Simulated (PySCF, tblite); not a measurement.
# H₁₁NOSi₄: geometry, infrared bands and NMR shifts

What infrared bands and NMR shifts should H₁₁NOSi₄ (`N[SiH2][Si@@H]([SiH3])[SiH2]O`) show?

Computed with tblite 0.8.0 and PySCF 2.14.0, with density-fitted response routines of our own, on a single molecule in the gas phase. Atoms are numbered from 0 throughout.

## Step 1: The molecule as given

17 atoms, charge 0, multiplicity 1; geometry from: force field or distance geometry start.

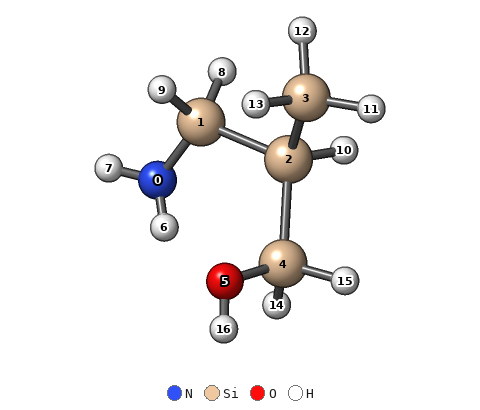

As it starts; nitrogen blue, silicon light orange, oxygen red, hydrogen white, atoms numbered.

## Step 2: Optimising the geometry with GFN2-xTB

Job settings and geometry (Å):

```
{"job": {"kind": "relax", "xc": "GFN2-xTB", "basis": "xTB"}, "charge": 0, "multiplicity": 1}
N     -0.556900     2.757000    -0.384300
Si     0.797800     1.643400    -0.534600
Si     0.219100    -0.490700    -0.715600
Si     1.894100    -1.700800     0.102100
Si    -1.730600    -0.974800     0.241200
O     -1.740800    -0.759000     1.924700
H     -1.427200     2.335900    -0.008400
H     -0.301800     3.664400     0.081100
H      1.548800     1.994700    -1.754600
H      1.753600     1.737000     0.589900
H      0.113800    -0.814600    -2.161800
H      1.744600    -3.115800    -0.267500
H      3.118500    -1.183800    -0.518800
H      2.074100    -1.512400     1.546300
H     -2.863200    -0.243400    -0.390400
H     -1.975900    -2.413600     0.010200
H     -2.675000    -0.911500     2.230600
```

Started as:

```console
$ OMP_NUM_THREADS=1 python probes_run.py task.json out
```

One launch serves the whole session: the jobs run in the order shown.

What it wrote:

```text
step      E/eV     max force
  0    -531.07002    2.203
  1    -531.28815    1.114
  2    -531.37316    0.757
  3    -531.41168    0.685
  4    -531.50752    0.656
  5    -531.55518    0.604
  6    -531.60211    0.407
  7    -531.63030    0.410
  8    -531.65621    0.367
  9    -531.67543    0.355
 10    -531.69228    0.383
 11    -531.70630    0.295
 12    -531.71771    0.300
 13    -531.72650    0.247
 14    -531.73219    0.203
 15    -531.73554    0.207
 16    -531.73848    0.158
 17    -531.74118    0.157
 18    -531.74335    0.113
 19    -531.74495    0.095
 20    -531.74626    0.080
 21    -531.74775    0.115
 22    -531.74961    0.128
 23    -531.75178    0.145
 24    -531.75425    0.127
 25    -531.75717    0.149
 26    -531.76068    0.154
 27    -531.76499    0.236
 28    -531.76917    0.220
 29    -531.77161    0.127
 30    -531.77308    0.108
 31    -531.77477    0.187
 32    -531.77675    0.236
 33    -531.77905    0.205
 34    -531.78092    0.115
 35    -531.78197    0.096
 36    -531.78274    0.108
 37    -531.78411    0.110
 38    -531.78588    0.106
 39    -531.78761    0.130
 40    -531.78961    0.141
 41    -531.79151    0.126
 42    -531.79319    0.096
 43    -531.79432    0.084
 44    -531.79493    0.093
 45    -531.79549    0.117
 46    -531.79603    0.084
 47    -531.79668    0.050
 48    -531.79691    0.041
 49    -531.79734    0.039
 50    -531.79764    0.036
 51    -531.79793    0.038
 52    -531.79810    0.034
 53    -531.79825    0.027
 54    -531.79846    0.042
 55    -531.79880    0.067
 56    -531.79918    0.069
 57    -531.79945    0.040
 58    -531.79957    0.032
 59    -531.79965    0.029
 60    -531.79979    0.041
 61    -531.80002    0.061
 62    -531.80034    0.060
 63    -531.80060    0.034
 64    -531.80075    0.031
 65    -531.80090    0.034
 66    -531.80116    0.058
 67    -531.80162    0.081
 68    -531.80225    0.080
 69    -531.80283    0.060
 70    -531.80318    0.036
 71    -531.80334    0.030
 72    -531.80365    0.041
 73    -531.80398    0.041
 74    -531.80428    0.035
 75    -531.80443    0.028
 76    -531.80451    0.027
 77    -531.80460    0.025
 78    -531.80476    0.033
 79    -531.80501    0.042
 80    -531.80528    0.039
 81    -531.80545    0.029
 82    -531.80554    0.025
 83    -531.80562    0.023
 84    -531.80577    0.035
 85    -531.80603    0.055
 86    -531.80642    0.065
 87    -531.80678    0.050
 88    -531.80700    0.035
 89    -531.80714    0.032
 90    -531.80732    0.035
 91    -531.80767    0.057
 92    -531.80833    0.075
 93    -531.80894    0.062
 94    -531.80928    0.036
 95    -531.80949    0.038
 96    -531.80972    0.043
 97    -531.81018    0.056
 98    -531.81096    0.084
 99    -531.81199    0.083
100    -531.81287    0.111
101    -531.81343    0.066
102    -531.81383    0.055
103    -531.81433    0.065
104    -531.81509    0.094
105    -531.81613    0.084
106    -531.81763    0.062
107    -531.81818    0.056
108    -531.81860    0.037
109    -531.81893    0.040
110    -531.81927    0.050
111    -531.81974    0.071
112    -531.82041    0.053
113    -531.82120    0.088
114    -531.82184    0.051
115    -531.82214    0.023
116    -531.82227    0.026
117    -531.82237    0.022
118    -531.82249    0.022
119    -531.82265    0.034
120    -531.82280    0.043
121    -531.82295    0.030
122    -531.82305    0.018
123    -531.82311    0.016
124    -531.82318    0.016
125    -531.82327    0.025
126    -531.82339    0.023
127    -531.82355    0.027
128    -531.82371    0.033
129    -531.82383    0.027
130    -531.82391    0.017
131    -531.82396    0.018
132    -531.82402    0.027
133    -531.82411    0.031
134    -531.82420    0.028
135    -531.82426    0.015
136    -531.82431    0.015
137    -531.82436    0.021
138    -531.82444    0.030
139    -531.82458    0.038
140    -531.82472    0.030
141    -531.82480    0.017
142    -531.82484    0.012
143    -531.82486    0.012
144    -531.82490    0.013
145    -531.82495    0.020
146    -531.82501    0.023
147    -531.82507    0.022
148    -531.82513    0.017
149    -531.82517    0.017
150    -531.82519    0.012
151    -531.82520    0.008
```

It took 0.95 s on 1 thread of AMD EPYC 9R45, shared host; peak memory 0.18 GiB.

The steps of the relaxation: (not every step is listed)

| step | energy from step 0 (eV) | largest force (eV/Å) |
| --- | --- | --- |
| 0 | 0.0000 | 2.2030 |
| 1 | -0.2181 | 1.1143 |
| 2 | -0.3031 | 0.7571 |
| 3 | -0.3417 | 0.6851 |
| 4 | -0.4375 | 0.6562 |
| 5 | -0.4852 | 0.6043 |
| 6 | -0.5321 | 0.4070 |
| 7 | -0.5603 | 0.4098 |
| 8 | -0.5862 | 0.3672 |
| 21 | -0.6777 | 0.1147 |
| 34 | -0.7109 | 0.1148 |
| 47 | -0.7267 | 0.0497 |
| 60 | -0.7298 | 0.0411 |
| 73 | -0.7340 | 0.0406 |
| 86 | -0.7364 | 0.0651 |
| 99 | -0.7420 | 0.0827 |
| 112 | -0.7504 | 0.0531 |
| 125 | -0.7532 | 0.0254 |
| 138 | -0.7544 | 0.0295 |
| 146 | -0.7550 | 0.0234 |
| 147 | -0.7550 | 0.0224 |
| 148 | -0.7551 | 0.0168 |
| 149 | -0.7551 | 0.0168 |
| 150 | -0.7552 | 0.0117 |
| 151 | -0.7552 | 0.0075 |

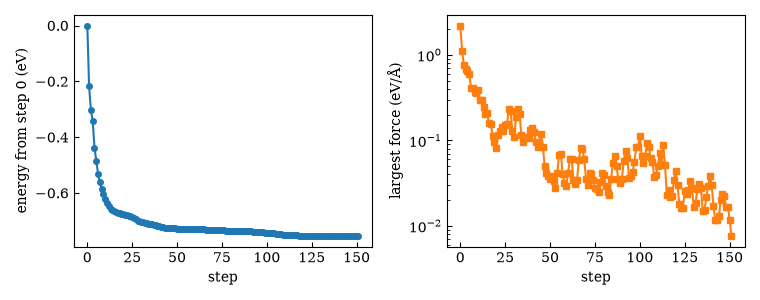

Energy and largest force along the relaxation.

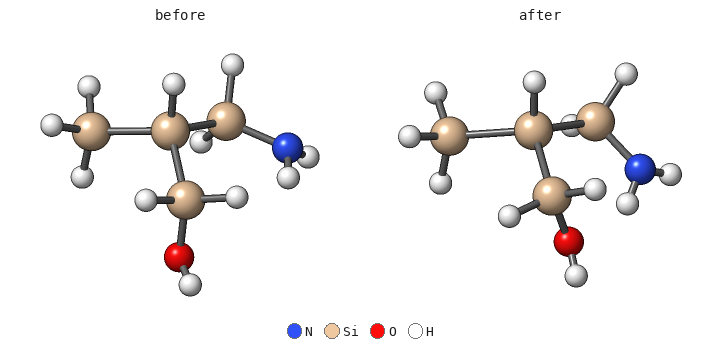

The geometry before (left) and after (right).

Close pairs (by a distance rule), those that changed most:

| bond | before (Å) | after (Å) | change (Å) |
| --- | --- | --- | --- |
| Si1–Si2 | 2.219 | 2.329 | +0.111 |
| Si2–Si3 | 2.222 | 2.330 | +0.108 |
| Si2–Si4 | 2.225 | 2.316 | +0.091 |
| Si4–O5 | 1.697 | 1.644 | -0.053 |
| N0–H7 | 1.051 | 1.007 | -0.044 |
| O5–H16 | 0.995 | 0.953 | -0.041 |
| N0–Si1 | 1.760 | 1.723 | -0.037 |
| N0–H6 | 1.037 | 1.007 | -0.030 |

The next job starts from the end point, and lists it.

## Step 3: Harmonic vibrations with GFN2-xTB

Job settings and geometry (Å):

```
{"job": {"kind": "ir", "xc": "GFN2-xTB", "basis": "xTB"}, "charge": 0, "multiplicity": 1}
N     -0.590914     2.486881     0.093307
Si     0.813192     1.778205    -0.610541
Si     0.313228    -0.489799    -0.790876
Si     1.950883    -1.856507     0.146468
Si    -1.807570    -1.027910    -0.032387
O     -1.820165    -0.165345     1.367343
H     -1.082017     1.969781     0.804792
H     -0.602116     3.469576     0.311908
H      1.001952     2.543581    -1.848978
H      2.048367     2.003764     0.174790
H      0.300152    -0.840280    -2.236481
H      1.719816    -3.289617    -0.068399
H      3.290514    -1.593852    -0.390078
H      2.070592    -1.691834     1.599766
H     -2.980925    -0.617074    -0.818254
H     -2.078910    -2.433602     0.314612
H     -2.553077    -0.233938     1.973098
```

What it wrote:

```text
mode    cm-1     km/mol
  1      23.0      0.42
  2      34.5      0.00
  3      48.5      0.13
  4      88.3      1.36
  5      95.6      0.76
  6     104.2      1.66
  7     152.6      2.39
  8     215.0     11.92
  9     254.4     35.03
 10     308.3     20.37
 11     345.3     12.58
 12     390.6     20.36
 13     395.4      7.09
 14     400.9     11.00
 15     431.4     17.51
 16     481.7      3.17
 17     493.4      7.66
 18     526.9    141.93
 19     577.2    106.14
 20     597.6    251.08
 21     611.5    393.25
 22     624.8     54.61
 23     673.8    147.16
 24     711.9    464.78
 25     781.7    626.16
 26     823.5     13.15
 27     826.1    162.18
 28     832.6    178.24
 29     837.1     66.88
 30     844.9    579.76
 31     856.0     46.35
 32     861.2    136.19
 33     896.5    150.02
 34    1531.4     48.25
 35    2016.0    319.88
 36    2079.2    360.67
 37    2135.4    391.35
 38    2184.1    191.91
 39    2200.3    181.35
 40    2208.2    468.67
 41    2211.5    522.65
 42    2219.3    133.76
 43    3470.4      3.26
 44    3505.4      5.34
 45    3660.3      3.75
```

Run time: 0.58 s. Hardware: 1 thread of AMD EPYC 9R45, shared host; peak memory 0.18 GiB.

Which atoms move in the most intense modes:

| cm⁻¹ | km/mol | atoms |
| --- | --- | --- |
| 612 | 393.2 | H10 78 % |
| 712 | 464.8 | H15 28 %, H14 28 %, H16 12 % |
| 782 | 626.2 | H13 29 %, H12 27 %, H11 26 % |
| 845 | 579.8 | H9 18 %, H7 16 %, H8 13 %, H6 13 % |
| 2079 | 360.7 | H9 93 % |
| 2135 | 391.4 | H15 69 %, H14 27 % |
| 2208 | 468.7 | H11 66 %, H13 27 % |
| 2212 | 522.6 | H13 47 %, H12 31 %, H11 13 % |

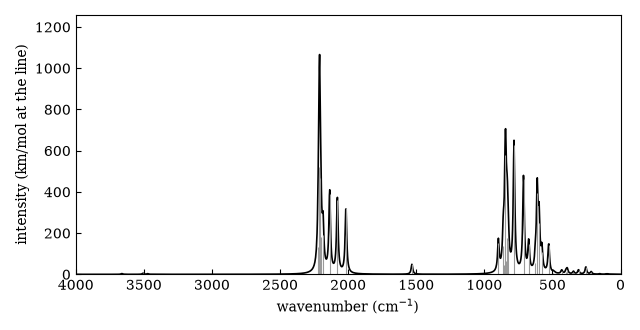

The infrared spectrum from these modes, unscaled. Lines are broadened to a width of 14 cm⁻¹ (Lorentzian).

## Step 4: Nuclear shieldings: PBE0/pcSseg-1

The job, as its differences from that of step 3:

```diff
@@ -1,2 +1,2 @@
-{"job": {"kind": "ir", "xc": "GFN2-xTB", "basis": "xTB"}, "charge": 0, "multiplicity": 1}
+{"job": {"kind": "nmr", "xc": "PBE0", "basis": "pcSseg-1"}, "charge": 0, "multiplicity": 1}
 N     -0.590914     2.486881     0.093307
```

Method: GIAO PBE0/pcSseg-1 NMR shielding, non-relativistic, gas phase.

What it wrote:

```text
coarse grid: 15464 points
cycle   1  E = -1293.7636874702  dE =  2.124e-01  |g| = 7.994e-01  |ddm| = 3.648e+00
cycle   2  E = -1293.5965251494  dE =  1.672e-01  |g| = 1.220e+00  |ddm| = 1.800e+00
cycle   3  E = -1293.8809578673  dE = -2.844e-01  |g| = 7.192e-02  |ddm| = 1.286e+00
cycle   4  E = -1293.8818794023  dE = -9.215e-04  |g| = 3.385e-02  |ddm| = 1.030e-01
cycle   5  E = -1293.8820973221  dE = -2.179e-04  |g| = 1.082e-02  |ddm| = 3.978e-02
cycle   6  E = -1293.8821216677  dE = -2.435e-05  |g| = 1.535e-03  |ddm| = 1.170e-02
cycle   7  E = -1293.8821223739  dE = -7.063e-07  |g| = 4.248e-04  |ddm| = 3.003e-03
final grid: 129000 points
cycle   8  E = -1293.9206200487  dE = -1.690e-05  |g| = 7.019e-03  |ddm| = 1.744e-02
cycle   9  E = -1293.9206093312  dE =  1.072e-05  |g| = 1.020e-02  |ddm| = 1.380e-02
cycle  10  E = -1293.9206290120  dE = -1.968e-05  |g| = 4.417e-04  |ddm| = 8.345e-03
cycle  11  E = -1293.9206290400  dE = -2.795e-08  |g| = 1.509e-04  |ddm| = 5.590e-04
cycle  12  E = -1293.9206290450  dE = -5.003e-09  |g| = 5.356e-05  |ddm| = 2.152e-04
cycle  13  E = -1293.9206290455  dE = -4.950e-10  |g| = 1.348e-05  |ddm| = 5.184e-05
converged SCF energy = -1293.9206290455

GIAO shielding tensors (ppm)
atom      isotropic    diamagn.    paramagn.     s11        s22        s33       span
  0 N      263.819     318.596     -54.776    224.410    253.404    313.644     89.234
  1 Si     396.147     879.369    -483.222    351.435    371.212    465.795    114.360
  2 Si     497.097     883.310    -386.212    468.797    504.049    518.446     49.650
  3 Si     461.694     879.975    -418.281    446.100    456.796    482.187     36.086
  4 Si     358.927     878.987    -520.060    286.070    342.664    448.047    161.977
  5 O      333.438     390.812     -57.375    273.592    332.848    393.873    120.282
  6 H       30.658      33.250      -2.592     20.303     28.650     43.020     22.717
  7 H       31.917      29.108       2.809     23.246     27.352     45.151     21.905
  8 H       26.479      28.710      -2.232     23.083     24.716     31.636      8.553
  9 H       26.379      29.342      -2.964     22.483     25.008     31.644      9.161
 10 H       28.625      30.337      -1.713     24.950     25.947     34.977     10.027
 11 H       28.079      28.832      -0.753     24.437     25.687     34.114      9.677
 12 H       28.138      28.846      -0.708     24.410     25.838     34.165      9.756
 13 H       28.009      29.217      -1.208     24.522     26.141     33.365      8.842
 14 H       25.864      28.657      -2.793     22.712     24.101     30.780      8.067
 15 H       25.924      28.748      -2.825     22.764     24.352     30.655      7.891
 16 H       31.493      30.838       0.655     22.413     25.209     46.856     24.443
```

Wall time 16 s (1 thread of AMD EPYC 9R45, shared host); peak memory 0.9 GiB.

Shifts follow as δ = σ(reference) − σ, with reference shieldings (ppm) from runs at the same level and on the same kind of geometry: 1H TMS 31.72, 29Si TMS 349.2, 15N NH3 267.7, 17O H2O 336.1. The references are single molecules in the gas phase, so shifts against H2O, NH3, PH3, H3PO4 or CFCl3 are not on the usual liquid scales and can be off by tens of ppm. Atoms listed in one row are averaged.

| atoms | environment | σ (ppm) | δ (ppm) |
| --- | --- | --- | --- |
| H14 | hydrogen on a silicon bonded to O, Si | 25.86 | 5.85 |
| H15 | hydrogen on a silicon bonded to O, Si | 25.92 | 5.79 |
| H9 | hydrogen on a silicon bonded to N, Si | 26.38 | 5.34 |
| H8 | hydrogen on a silicon bonded to N, Si | 26.48 | 5.24 |
| H11, H12, H13 | hydrogen on a silicon bonded to Si | 28.08 | 3.64 |
| H10 | hydrogen on a silicon bonded to 3 Si | 28.62 | 3.09 |
| H6, H7 | hydrogen on a nitrogen bonded to Si | 31.29 | 0.43 |
| H16 | hydrogen on an oxygen bonded to Si | 31.49 | 0.22 |
| N0 | nitrogen bonded to Si, 2 H | 263.8 | 3.9 |
| Si4 | silicon bonded to O, Si, 2 H | 358.9 | -9.8 |
| Si1 | silicon bonded to N, Si, 2 H | 396.1 | -47.0 |
| Si3 | silicon bonded to Si, 3 H | 461.7 | -112.5 |
| Si2 | silicon bonded to 3 Si, H | 497.1 | -147.9 |
| O5 | oxygen bonded to Si, H | 333.4 | 2.6 |

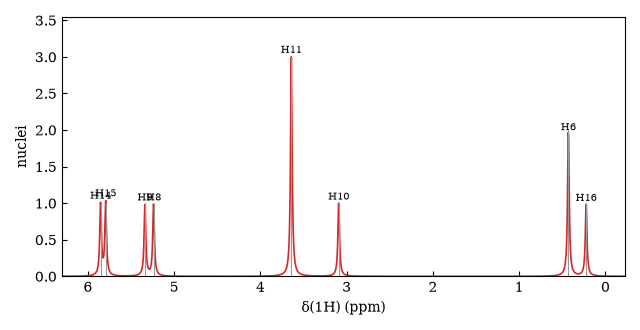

1H lines at the computed shifts, without couplings. Lines are broadened to a width of 0.02 ppm (Lorentzian).

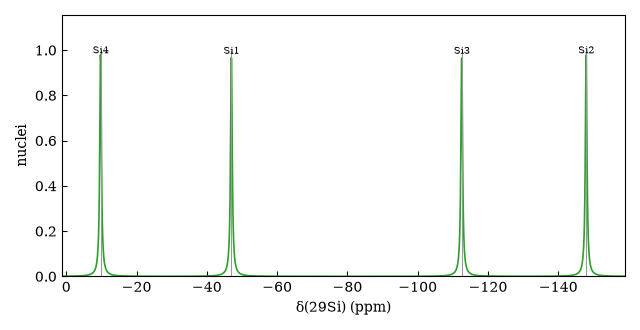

29Si lines at the computed shifts, without couplings. Lines are broadened to a width of 0.55 ppm (Lorentzian).

The run also stored atomic charges by several schemes (e):

| atoms | Mulliken | IAO | Hirshfeld | ESP fit |
| --- | --- | --- | --- | --- |
| N0 | -0.64 | -0.84 | -0.32 | -0.99 |
| Si1 | 0.60 | 0.66 | 0.29 | 0.60 |
| Si2 | -0.42 | -0.05 | 0.09 | -0.13 |
| Si3 | 0.26 | 0.31 | 0.21 | 0.27 |
| Si4 | 0.67 | 0.76 | 0.32 | 0.62 |
| O5 | -0.59 | -0.80 | -0.30 | -0.69 |

ESP fit charges:

N0 -0.99; Si1 0.60; Si2 -0.13; Si3 0.27; Si4 0.62; O5 -0.69; H6 0.35; H7 0.39; H8 -0.12; H9 -0.16; H10 -0.05; H11 -0.08; H12 -0.08; H13 -0.08; H14 -0.14; H15 -0.15; H16 0.43

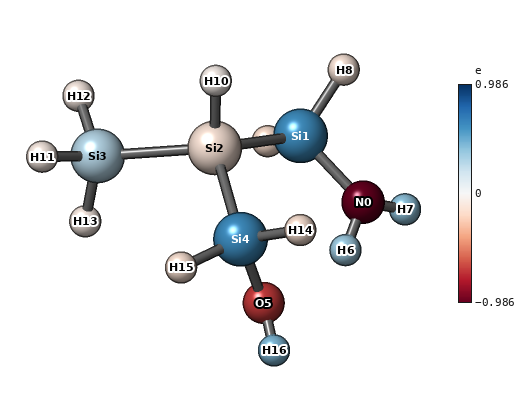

ESP fit charges, as colours on the atoms.

Mayer bond orders: N0–Si1 1.06, Si1–Si2 0.85, Si2–Si3 0.90, Si2–Si4 0.87, Si4–O5 0.94.

## Step 5: What came out

| quantity | value |
| --- | --- |
| strongest single infrared mode (GFN2-xTB) | 782 cm⁻¹, 626 km/mol |
| zero-point energy (GFN2-xTB) | 65.1 kcal/mol |
| 1H shifts against TMS (PBE0/pcSseg-1, means over atoms taken as alike) | 5.85, 5.79, 5.34, 5.24, 3.64, 3.09, 0.43, 0.22 ppm |
| 15N shifts against NH3 (PBE0/pcSseg-1) | 3.9 ppm |
| 29Si shifts against TMS (PBE0/pcSseg-1) | -9.8, -47.0, -112.5, -147.9 ppm |
| 17O shifts against H2O (PBE0/pcSseg-1) | 2.6 ppm |

What this shows: Over 151 steps the energy fell by 0.755 eV; of the close pairs, Si1–Si2 changed most, 2.219 to 2.329 Å. No mode is imaginary among the 45: a minimum at this level. The strongest single mode, at 782 cm⁻¹, has its largest shares on H13, H12 and H11 (the list is cut at 3 atoms). GFN2-xTB is a fitted tight-binding method: band positions and strengths are rough. Its intensities can rank the bands wrongly. At PBE0/pcSseg-1: Shielding is most anisotropic at Si4 (span 162 ppm, paramagnetic term -520 ppm).
